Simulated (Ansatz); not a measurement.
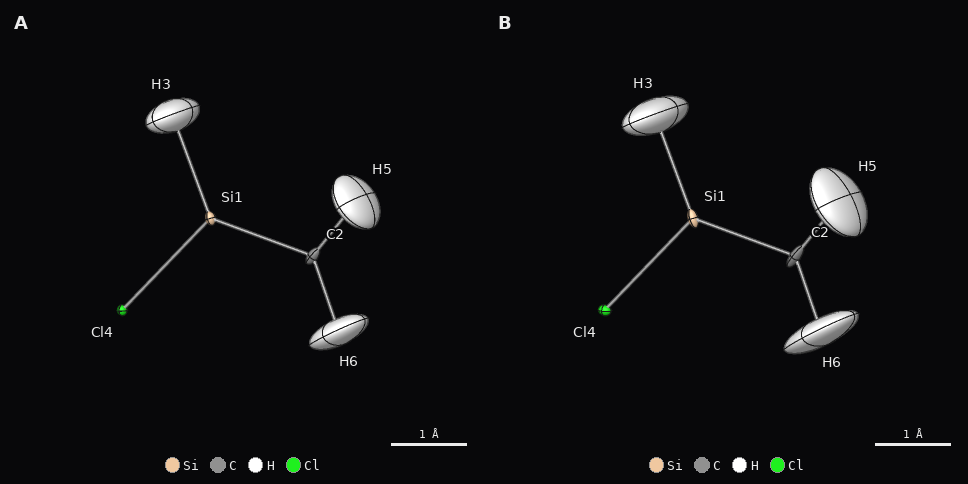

Displacement ellipsoids at the 50 % level, scaled by 1.5, from the internal vibrations of the free molecule (harmonic, no overall translation or rotation; no half-axis is drawn under 0.075 Å). Vibrations computed with RKS PBE0-D4/def2-TZVP (Ansatz 0.2.0). One panel is for 298 K, the other for 600 K.

**Which panel is for 600 K?**

B.

**How much does the mean-square displacement of C2 grow, and why?**

U_eq goes from 0.0020 to 0.0034 Å², a factor of 1.7. Modes below kT (417 cm⁻¹ at 600 K) grow about in proportion to T, and the lowest lies at 217 cm⁻¹; the mean-square amplitude of a mode is its zero-point value times coth(ħω/2kT), which comes close to 1 only above about 3kT.
